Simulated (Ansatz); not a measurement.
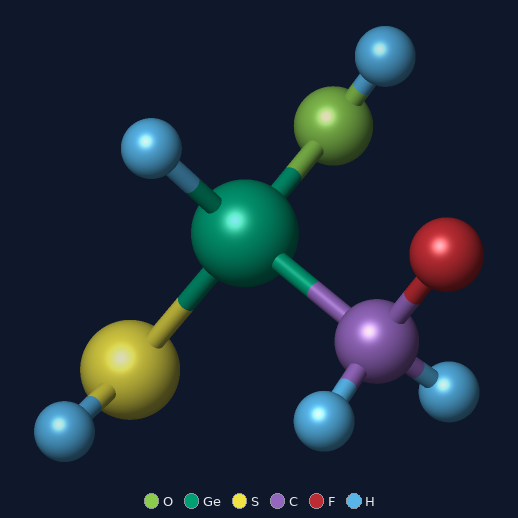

The geometry was computed by an optimisation with PBE-D4/def2-SVP. No frequency run is at hand to confirm it as a minimum.

Give the structural formula.

SMILES: [OH][Ge@@H]([SH])[CH2]F

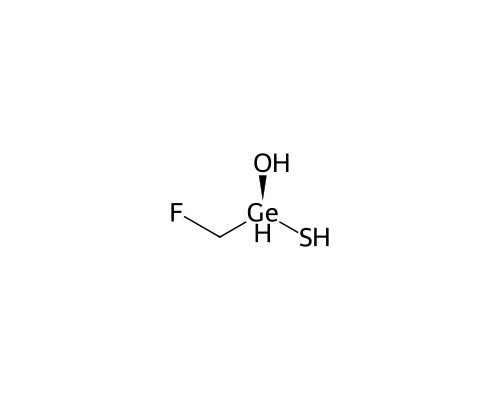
